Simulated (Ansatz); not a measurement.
**Phonon calculation, with input and output: ZnNH₅O₂**

- system: ZnNH₅O₂
- method: RKS PBE0-D4/def2-SVP (Ansatz 0.2.0)

It belongs to a series of runs on one base structure; here: vibrations at the highest image of the band.

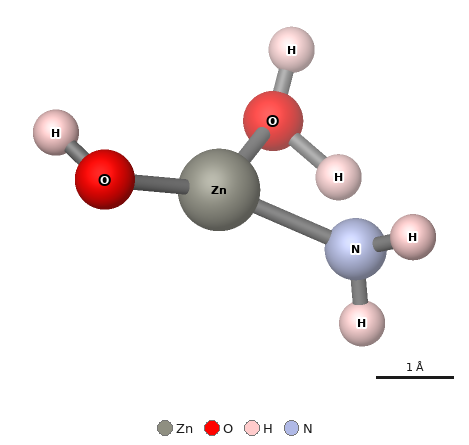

The structure as given in the input (ball-and-stick view, seen at a tilt). Sticks mark near contacts.

## Key numbers

- outcome: converged
- total energy: −54061.9437 eV
- mean-field energy: −54061.8369 eV
- largest force (length of the vector): 0.009 eV/Å
- hardware: 2 threads of Intel Xeon @ 2.70GHz, 189 GiB of memory available, shared host
- wall time: 2.2 min (CPU time 4.2 min)
- peak memory: 0.23 GiB

## Input file
```yaml
crystal:
  periodic: [false, false, false]
  atoms:
    - { symbol: Zn, position_ang: [-0.433591, 0.100937, -0.631791] }
    - { symbol: O, position_ang: [1.47201, 0.290871, 0.039478] }
    - { symbol: O, position_ang: [-1.33077, 0.616511, -2.095287] }
    - { symbol: H, position_ang: [0.841115, -0.245212, 0.897504] }
    - { symbol: "N", position_ang: [-0.361648, -0.765223, 1.138222] }
    - { symbol: H, position_ang: [1.917312, 1.109054, 0.279552] }
    - { symbol: H, position_ang: [-0.757258, 1.044369, -2.738768] }
    - { symbol: H, position_ang: [-0.433102, -1.778684, 1.212465] }
    - { symbol: H, position_ang: [-0.913868, -0.372723, 1.898628] }
basis:
  gaussian: { orbitals: def2-SVP }
hamiltonian:
  xc: pbe0
  dispersion: d4
phonons: {}
```

Run as:
```bash
ansatz run input.yaml --threads 2 --pin off --max-ram 3072MiB --backend cpu --events-out ev --progress --plain --runs-dir out
```

## Output
```
Engine: ansatz 0.2.0, x86_64-unknown-linux-gnu
Functional definition: PBE0
  parameter a = 0.25
  parameter kappa = 0.804
  parameter beta = 0.06672455060314922
  exchange = (1 - a)*pbe_x(kappa = kappa, mu = beta*pi^2/3) + a*exact_x
  correlation = pbe_c(beta = beta)
1034 factors; integrals over basis functions are off by at most 3.1e-4 eV
mean field evaluation 1: about -54048.9320 eV, gradient 8.5e1 eV
mean field evaluation 2: about -54026.7370 eV, gradient 1.4e2 eV
mean field evaluation 4: about -54061.6602 eV, gradient 6.8e0 eV
mean field evaluation 8: about -54061.8364 eV, gradient 6.0e-1 eV
mean field evaluation 16: about -54061.8369 eV, gradient 2.6e-5 eV
mean field -54061.83687967 eV, -1986.7358608987 hartree, gradient 2.6e-5 eV, S^2 0.000000; 0 other end points of the search recorded, 0 dependent functions left out
the calculation of the forces begins
reference -54061.83691424 eV, -1986.7358621691 hartree; 29, 29 occupied and 69, 69 virtual orbitals, 1034 factors
these checks for a lower state are left out or cut short: stability, starts, cluster_reference, orbital_swaps, neighbouring_geometries, increment
1034 factors; integrals over basis functions are off by at most 3.1e-4 eV
mean field -54061.83684658 eV, -1986.7358596826 hartree, gradient 2.0e-6 eV, S^2 0.000000; 0 other end points of the search recorded, 0 dependent functions left out
[... from here on the field's lines of each further geometry are left out, up to the last ...]
the calculation of the forces begins
reference -54061.83684219 eV, -1986.7358595215 hartree; 29, 29 occupied and 69, 69 virtual orbitals, 1034 factors
these checks for a lower state are left out or cut short: stability, starts, cluster_reference, orbital_swaps, neighbouring_geometries, increment
1034 factors; integrals over basis functions are off by at most 3.1e-4 eV
mean field -54061.83678962 eV, -1986.7358575896 hartree, gradient 2.7e-6 eV, S^2 0.000000; 0 other end points of the search recorded, 0 dependent functions left out
the calculation of the forces begins
reference -54061.83682419 eV, -1986.7358588597 hartree; 29, 29 occupied and 69, 69 virtual orbitals, 1034 factors
WARN: phonons: modes at or below zero, which the zero-point energy, F, S and C_V leave out: 1, the lowest at -908.25 cm⁻¹. A minimum has none, and a first-order saddle one
Total energy: -54061.94369306 eV, -1986.7397862183 hartree
Atom 0 at    -0.433591     0.100937    -0.631791 Å, force     0.003387    -0.003841     0.004783 eV/Å
Atom 1 at     1.472010     0.290871     0.039478 Å, force    -0.005015    -0.006715    -0.003555 eV/Å
Atom 2 at    -1.330770     0.616511    -2.095287 Å, force    -0.000740     0.001279    -0.000881 eV/Å
Atom 3 at     0.841115    -0.245212     0.897504 Å, force    -0.001036     0.001284     0.000713 eV/Å
Atom 4 at    -0.361648    -0.765223     1.138222 Å, force    -0.002477    -0.000177    -0.002846 eV/Å
Atom 5 at     1.917312     1.109054     0.279552 Å, force     0.004250     0.006538     0.001502 eV/Å
Atom 6 at    -0.757258     1.044369    -2.738768 Å, force     0.000210     0.000025     0.000447 eV/Å
Atom 7 at    -0.433102    -1.778684     1.212465 Å, force     0.001111     0.002382    -0.000358 eV/Å
Atom 8 at    -0.913868    -0.372723     1.898628 Å, force     0.000311    -0.000776     0.000196 eV/Å
Dipole moment:     0.233541     0.073591     0.497384 e Å
Vibrations: -908.25 120.46 135.20 247.17 319.99 373.31 379.17 491.02 662.41 670.82 682.03 714.53 751.13 790.88 1507.98 1563.60 1826.43 3557.69 3646.53 3905.86 3918.44 cm⁻¹, zero-point energy 1.628200 eV
```

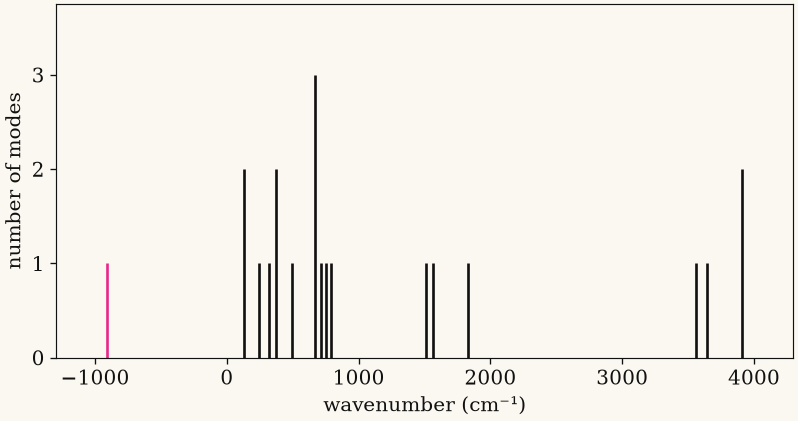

Harmonic vibrational wavenumbers from the force constants; neighbouring modes closer than 22 cm⁻¹ are counted in one stick, and imaginary ones are drawn at negative wavenumbers. 21 modes from 908i to 3918 cm⁻¹, 1 imaginary beyond 8i (908i cm⁻¹): a first-order saddle point, if the geometry is stationary.
